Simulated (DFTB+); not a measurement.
# Run report: C3H5P, frequency calculation (part 2 of 4)

C3H5P, SMILES C=CC=P; DFTB2, R-SCC (DFTB+ 25.1). The geometry was optimised with DFTB2.

Geometry of the input (Å):
```
C  1.4400  0.6132  -0.1868
C  0.1212  0.4221  0.0112
C  -0.4869  -0.8893  0.0141
P  -2.1330  -1.2210  0.2537
H  2.1183  -0.2284  -0.3566
H  1.8763  1.6155  -0.1844
H  -0.5364  1.2900  0.1796
H  0.2110  -1.7244  -0.1580
H  -2.6111  0.1221  0.4271
```

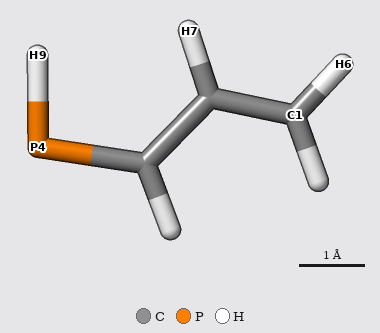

**Figure 1.** The input geometry (stick view, seen on its broad side; atoms are numbered from 1 in the order of the input).

**Output, continued**
```
--------------------------------------------------------------------------------

***  Geometry step: 15

 iSCC Total electronic   Diff electronic      SCC error
    1   -0.89463050E+01    0.00000000E+00    0.35523593E-03
    2   -0.89463050E+01   -0.53111863E-04    0.23790645E-03
    3   -0.89463050E+01   -0.12139328E-07    0.12325058E-03
    4   -0.89463050E+01   -0.26335041E-08    0.15774213E-04
    5   -0.89463050E+01   -0.51713656E-09    0.57134360E-05
    6   -0.89463050E+01   -0.19081625E-10    0.57792651E-06
    7   -0.89463050E+01   -0.10995649E-11    0.15589199E-06
    8   -0.89463050E+01   -0.39079850E-13    0.57769944E-07
    9   -0.89463050E+01   -0.53290705E-14    0.18327750E-08
   10   -0.89463050E+01    0.00000000E+00    0.10328693E-09

Total Energy:                       -8.7737782099 H         -238.7467 eV
Extrapolated to 0K:                 -8.7737782099 H         -238.7467 eV
Total Mermin free energy:           -8.7737782099 H         -238.7467 eV
Force related energy:               -8.7737782099 H         -238.7467 eV

--------------------------------------------------------------------------------

***  Geometry step: 16

 iSCC Total electronic   Diff electronic      SCC error
    1   -0.89462726E+01    0.00000000E+00    0.19280369E-03
    2   -0.89462726E+01    0.32442496E-04    0.13997721E-03
    3   -0.89462726E+01   -0.23257165E-08    0.62652080E-04
    4   -0.89462726E+01   -0.72046191E-09    0.92066875E-05
    5   -0.89462726E+01   -0.12824053E-09    0.31528313E-05
    6   -0.89462726E+01   -0.55742078E-11    0.30348043E-06
    7   -0.89462726E+01   -0.29842795E-12    0.44266463E-07
    8   -0.89462726E+01   -0.14210855E-13    0.31885780E-07
    9   -0.89462726E+01    0.00000000E+00    0.11145495E-08
   10   -0.89462726E+01    0.00000000E+00    0.65731642E-10

Total Energy:                       -8.7737784526 H         -238.7467 eV
Extrapolated to 0K:                 -8.7737784526 H         -238.7467 eV
Total Mermin free energy:           -8.7737784526 H         -238.7467 eV
Force related energy:               -8.7737784526 H         -238.7467 eV

--------------------------------------------------------------------------------

***  Geometry step: 17

 iSCC Total electronic   Diff electronic      SCC error
    1   -0.89462841E+01    0.00000000E+00    0.78489663E-04
    2   -0.89462841E+01   -0.11517454E-04    0.42018548E-04
    3   -0.89462841E+01   -0.41943515E-09    0.25032599E-04
    4   -0.89462841E+01   -0.62508221E-10    0.10418881E-05
    5   -0.89462841E+01   -0.16546764E-10    0.43739295E-06
    6   -0.89462841E+01   -0.67501560E-13    0.41402276E-07
    7   -0.89462841E+01   -0.88817842E-14    0.82212246E-08
    8   -0.89462841E+01    0.17763568E-14    0.53158304E-08
    9   -0.89462841E+01    0.17763568E-14    0.37094028E-09

Total Energy:                       -8.7737784511 H         -238.7467 eV
Extrapolated to 0K:                 -8.7737784511 H         -238.7467 eV
Total Mermin free energy:           -8.7737784511 H         -238.7467 eV
Force related energy:               -8.7737784511 H         -238.7467 eV

--------------------------------------------------------------------------------

***  Geometry step: 18

 iSCC Total electronic   Diff electronic      SCC error
    1   -0.89461548E+01    0.00000000E+00    0.20233820E-03
    2   -0.89461548E+01    0.12933782E-03    0.83768552E-04
    3   -0.89461548E+01   -0.22018227E-08    0.32989744E-04
    4   -0.89461548E+01   -0.45973358E-09    0.55628410E-05
    5   -0.89461548E+01   -0.52589044E-10    0.13758848E-05
    6   -0.89461548E+01   -0.23501201E-11    0.15267121E-06
    7   -0.89461548E+01   -0.13500312E-12    0.18377451E-07
    8   -0.89461548E+01   -0.35527137E-14    0.64238049E-08
    9   -0.89461548E+01    0.17763568E-14    0.32534264E-09

Total Energy:                       -8.7737783143 H         -238.7467 eV
Extrapolated to 0K:                 -8.7737783143 H         -238.7467 eV
Total Mermin free energy:           -8.7737783143 H         -238.7467 eV
Force related energy:               -8.7737783143 H         -238.7467 eV

--------------------------------------------------------------------------------

***  Geometry step: 19

 iSCC Total electronic   Diff electronic      SCC error
    1   -0.89464022E+01    0.00000000E+00    0.32563569E-03
    2   -0.89464022E+01   -0.24739301E-03    0.14156140E-03
    3   -0.89464022E+01   -0.59168173E-08    0.44404555E-04
    4   -0.89464022E+01   -0.14991066E-08    0.10591673E-04
    5   -0.89464022E+01   -0.14520829E-09    0.15654199E-05
    6   -0.89464022E+01   -0.55404570E-11    0.29010787E-06
    7   -0.89464022E+01   -0.24868996E-12    0.39572110E-07
    8   -0.89464022E+01   -0.88817842E-14    0.12728885E-07
    9   -0.89464022E+01    0.17763568E-14    0.38800629E-09

Total Energy:                       -8.7737783197 H         -238.7467 eV
Extrapolated to 0K:                 -8.7737783197 H         -238.7467 eV
Total Mermin free energy:           -8.7737783197 H         -238.7467 eV
Force related energy:               -8.7737783197 H         -238.7467 eV

--------------------------------------------------------------------------------

***  Geometry step: 20

 iSCC Total electronic   Diff electronic      SCC error
    1   -0.89462141E+01    0.00000000E+00    0.12158275E-03
    2   -0.89462141E+01    0.18810404E-03    0.57129496E-04
    3   -0.89462141E+01   -0.17779023E-08    0.36411736E-04
    4   -0.89462141E+01   -0.40600767E-09    0.78173576E-05
    5   -0.89462141E+01   -0.82208018E-10    0.13502575E-05
    6   -0.89462141E+01   -0.47233328E-11    0.43364530E-07
    7   -0.89462141E+01   -0.11901591E-12    0.16544972E-07
    8   -0.89462141E+01    0.17763568E-14    0.45598656E-08
    9   -0.89462141E+01   -0.17763568E-14    0.44670145E-09

Total Energy:                       -8.7737783877 H         -238.7467 eV
Extrapolated to 0K:                 -8.7737783877 H         -238.7467 eV
Total Mermin free energy:           -8.7737783877 H         -238.7467 eV
Force related energy:               -8.7737783877 H         -238.7467 eV

--------------------------------------------------------------------------------

***  Geometry step: 21

 iSCC Total electronic   Diff electronic      SCC error
    1   -0.89463427E+01    0.00000000E+00    0.34886877E-03
    2   -0.89463427E+01   -0.12867977E-03    0.23425325E-03
    3   -0.89463428E+01   -0.32156162E-08    0.25553187E-04
    4   -0.89463428E+01   -0.23960780E-08    0.48318512E-05
    5   -0.89463428E+01   -0.35774050E-10    0.20007442E-05
    6   -0.89463428E+01   -0.27444713E-11    0.61739354E-06
    7   -0.89463428E+01   -0.26645353E-12    0.36260278E-07
    8   -0.89463428E+01   -0.37303494E-13    0.21061848E-07
    9   -0.89463428E+01   -0.35527137E-14    0.11873994E-08
   10   -0.89463428E+01    0.00000000E+00    0.44465653E-10

Total Energy:                       -8.7737783838 H         -238.7467 eV
Extrapolated to 0K:                 -8.7737783838 H         -238.7467 eV
Total Mermin free energy:           -8.7737783838 H         -238.7467 eV
Force related energy:               -8.7737783838 H         -238.7467 eV

--------------------------------------------------------------------------------

***  Geometry step: 22

 iSCC Total electronic   Diff electronic      SCC error
    1   -0.89462936E+01    0.00000000E+00    0.20232702E-03
    2   -0.89462936E+01    0.49166660E-04    0.13528082E-03
    3   -0.89462936E+01   -0.10521894E-08    0.85332322E-05
    4   -0.89462936E+01   -0.79318951E-09    0.29197861E-05
    5   -0.89462936E+01   -0.83808516E-11    0.10292840E-05
    6   -0.89462936E+01   -0.88284935E-12    0.29288545E-06
    7   -0.89462936E+01   -0.51514348E-13    0.18052786E-07
    8   -0.89462936E+01   -0.10658141E-13    0.11851604E-07
    9   -0.89462936E+01    0.17763568E-14    0.61929117E-09

Total Energy:                       -8.7737784910 H         -238.7467 eV
Extrapolated to 0K:                 -8.7737784910 H         -238.7467 eV
Total Mermin free energy:           -8.7737784910 H         -238.7467 eV
Force related energy:               -8.7737784910 H         -238.7467 eV

--------------------------------------------------------------------------------

***  Geometry step: 23

 iSCC Total electronic   Diff electronic      SCC error
    1   -0.89462632E+01    0.00000000E+00    0.75824831E-04
    2   -0.89462632E+01    0.30339120E-04    0.38676037E-04
    3   -0.89462632E+01   -0.19246649E-09    0.99996036E-05
    4   -0.89462632E+01   -0.73139717E-10    0.12014738E-05
    5   -0.89462632E+01   -0.59738881E-11    0.47058392E-06
    6   -0.89462632E+01   -0.28599345E-12    0.12215546E-06
    7   -0.89462632E+01   -0.12434498E-13    0.37258854E-08
    8   -0.89462632E+01    0.17763568E-14    0.23765091E-08
    9   -0.89462632E+01   -0.17763568E-14    0.21626811E-10

Total Energy:                       -8.7737784899 H         -238.7467 eV
Extrapolated to 0K:                 -8.7737784899 H         -238.7467 eV
Total Mermin free energy:           -8.7737784899 H         -238.7467 eV
Force related energy:               -8.7737784899 H         -238.7467 eV

--------------------------------------------------------------------------------

***  Geometry step: 24

 iSCC Total electronic   Diff electronic      SCC error
    1   -0.89463369E+01    0.00000000E+00    0.78536606E-04
    2   -0.89463369E+01   -0.73693108E-04    0.56537714E-04
    3   -0.89463369E+01   -0.30527936E-09    0.25162966E-04
    4   -0.89463369E+01   -0.14009771E-09    0.81613913E-05
    5   -0.89463369E+01   -0.90025765E-11    0.57855925E-06
    6   -0.89463369E+01   -0.34177106E-11    0.98575857E-07
    7   -0.89463369E+01   -0.83488771E-13    0.70790134E-08
    8   -0.89463369E+01    0.17763568E-14    0.53324649E-08
    9   -0.89463369E+01    0.00000000E+00    0.62216299E-09

Total Energy:                       -8.7737784297 H         -238.7467 eV
Extrapolated to 0K:                 -8.7737784297 H         -238.7467 eV
Total Mermin free energy:           -8.7737784297 H         -238.7467 eV
Force related energy:               -8.7737784297 H         -238.7467 eV

--------------------------------------------------------------------------------

***  Geometry step: 25

 iSCC Total electronic   Diff electronic      SCC error
    1   -0.89462199E+01    0.00000000E+00    0.15703472E-03
    2   -0.89462199E+01    0.11701680E-03    0.11349227E-03
    3   -0.89462199E+01   -0.87669783E-09    0.49166380E-04
    4   -0.89462199E+01   -0.47793769E-09    0.13829515E-04
    5   -0.89462199E+01   -0.28677505E-10    0.12943393E-05
    6   -0.89462199E+01   -0.86277652E-11    0.29267934E-06
    7   -0.89462199E+01   -0.38724579E-12    0.21438213E-07
    8   -0.89462199E+01   -0.53290705E-14    0.12877630E-07
    9   -0.89462199E+01   -0.35527137E-14    0.10953107E-08
   10   -0.89462199E+01    0.35527137E-14    0.16257218E-10

Total Energy:                       -8.7737784193 H         -238.7467 eV
Extrapolated to 0K:                 -8.7737784193 H         -238.7467 eV
Total Mermin free energy:           -8.7737784193 H         -238.7467 eV
Force related energy:               -8.7737784193 H         -238.7467 eV

--------------------------------------------------------------------------------

***  Geometry step: 26

 iSCC Total electronic   Diff electronic      SCC error
    1   -0.89462059E+01    0.00000000E+00    0.73600781E-04
    2   -0.89462059E+01    0.14062172E-04    0.53043604E-04
    3   -0.89462059E+01   -0.27816149E-09    0.21464774E-04
    4   -0.89462059E+01   -0.13383072E-09    0.20532675E-05
    5   -0.89462059E+01   -0.11940671E-10    0.64561067E-06
    6   -0.89462059E+01   -0.10658141E-12    0.68879612E-07
    7   -0.89462059E+01   -0.39079850E-13    0.63668877E-08
    8   -0.89462059E+01   -0.17763568E-14    0.36895086E-08
    9   -0.89462059E+01    0.17763568E-14    0.53156635E-09

Total Energy:                       -8.7737784002 H         -238.7467 eV
Extrapolated to 0K:                 -8.7737784002 H         -238.7467 eV
Total Mermin free energy:           -8.7737784002 H         -238.7467 eV
Force related energy:               -8.7737784002 H         -238.7467 eV

--------------------------------------------------------------------------------

***  Geometry step: 27

 iSCC Total electronic   Diff electronic      SCC error
    1   -0.89463510E+01    0.00000000E+00    0.17955583E-03
    2   -0.89463510E+01   -0.14517069E-03    0.12900376E-03
    3   -0.89463510E+01   -0.86598639E-09    0.19604001E-04
    4   -0.89463510E+01   -0.67050188E-09    0.52825127E-05
    5   -0.89463510E+01   -0.28345326E-10    0.18195558E-05
    6   -0.89463510E+01   -0.39914738E-11    0.27354537E-06
    7   -0.89463510E+01   -0.31974423E-12    0.18634342E-07
    8   -0.89463510E+01   -0.53290705E-14    0.13199604E-07
    9   -0.89463510E+01    0.00000000E+00    0.15347196E-08
   10   -0.89463510E+01    0.00000000E+00    0.58882899E-11

Total Energy:                       -8.7737783934 H         -238.7467 eV
Extrapolated to 0K:                 -8.7737783934 H         -238.7467 eV
Total Mermin free energy:           -8.7737783934 H         -238.7467 eV
Force related energy:               -8.7737783934 H         -238.7467 eV

--------------------------------------------------------------------------------

***  Geometry step: 28

 iSCC Total electronic   Diff electronic      SCC error
    1   -0.89462638E+01    0.00000000E+00    0.10893287E-03
    2   -0.89462638E+01    0.87265427E-04    0.78307613E-04
    3   -0.89462638E+01   -0.28236791E-09    0.11027624E-04
    4   -0.89462638E+01   -0.22339997E-09    0.28079861E-05
    5   -0.89462638E+01   -0.82813756E-11    0.97396583E-06
    6   -0.89462638E+01   -0.14210855E-11    0.16342431E-06
    7   -0.89462638E+01   -0.92370556E-13    0.13307738E-07
    8   -0.89462638E+01   -0.35527137E-14    0.79937571E-08
    9   -0.89462638E+01    0.00000000E+00    0.10991942E-08
   10   -0.89462638E+01    0.17763568E-14    0.19786395E-11

Total Energy:                       -8.7737784886 H         -238.7467 eV
Extrapolated to 0K:                 -8.7737784886 H         -238.7467 eV
Total Mermin free energy:           -8.7737784886 H         -238.7467 eV
Force related energy:               -8.7737784886 H         -238.7467 eV

--------------------------------------------------------------------------------

***  Geometry step: 29

 iSCC Total electronic   Diff electronic      SCC error
    1   -0.89462931E+01    0.00000000E+00    0.38206835E-04
    2   -0.89462931E+01   -0.29302928E-04    0.27558706E-04
    3   -0.89462931E+01   -0.34473757E-10    0.69522572E-05
    4   -0.89462931E+01   -0.22886582E-10    0.26367606E-05
    5   -0.89462931E+01   -0.11191048E-11    0.23647389E-06
    6   -0.89462931E+01   -0.34638958E-12    0.67952118E-07
    7   -0.89462931E+01   -0.10658141E-13    0.55114034E-08
    8   -0.89462931E+01    0.17763568E-14    0.13015693E-08
    9   -0.89462931E+01    0.17763568E-14    0.37292602E-09

Total Energy:                       -8.7737784932 H         -238.7467 eV
Extrapolated to 0K:                 -8.7737784932 H         -238.7467 eV
Total Mermin free energy:           -8.7737784932 H         -238.7467 eV
Force related energy:               -8.7737784932 H         -238.7467 eV

--------------------------------------------------------------------------------

***  Geometry step: 30

 iSCC Total electronic   Diff electronic      SCC error
    1   -0.89463164E+01    0.00000000E+00    0.50620485E-04
    2   -0.89463164E+01   -0.23315385E-04    0.36707954E-04
    3   -0.89463164E+01   -0.11099566E-09    0.20268189E-04
    4   -0.89463164E+01   -0.55914384E-10    0.15122677E-05
    5   -0.89463164E+01   -0.45758952E-11    0.23878747E-06
    6   -0.89463164E+01   -0.76383344E-13    0.51935607E-07
    7   -0.89463164E+01   -0.71054274E-14    0.85032176E-08
    8   -0.89463164E+01    0.00000000E+00    0.38596175E-08
    9   -0.89463164E+01    0.00000000E+00    0.32324987E-09

Total Energy:                       -8.7737784468 H         -238.7467 eV
Extrapolated to 0K:                 -8.7737784468 H         -238.7467 eV
Total Mermin free energy:           -8.7737784468 H         -238.7467 eV
Force related energy:               -8.7737784468 H         -238.7467 eV

--------------------------------------------------------------------------------

***  Geometry step: 31

 iSCC Total electronic   Diff electronic      SCC error
    1   -0.89462404E+01    0.00000000E+00    0.10192552E-03
    2   -0.89462404E+01    0.75945151E-04    0.81845388E-04
    3   -0.89462404E+01   -0.58140337E-09    0.48343987E-04
    4   -0.89462404E+01   -0.28980907E-09    0.56631338E-05
    5   -0.89462404E+01   -0.24250824E-10    0.11810738E-05
    6   -0.89462404E+01   -0.87752028E-12    0.15075285E-06
    7   -0.89462404E+01   -0.19007018E-12    0.19125796E-07
    8   -0.89462404E+01   -0.17763568E-14    0.13408361E-07
    9   -0.89462404E+01   -0.35527137E-14    0.34350223E-09

Total Energy:                       -8.7737784669 H         -238.7467 eV
Extrapolated to 0K:                 -8.7737784669 H         -238.7467 eV
Total Mermin free energy:           -8.7737784669 H         -238.7467 eV
Force related energy:               -8.7737784669 H         -238.7467 eV

--------------------------------------------------------------------------------

***  Geometry step: 32
```
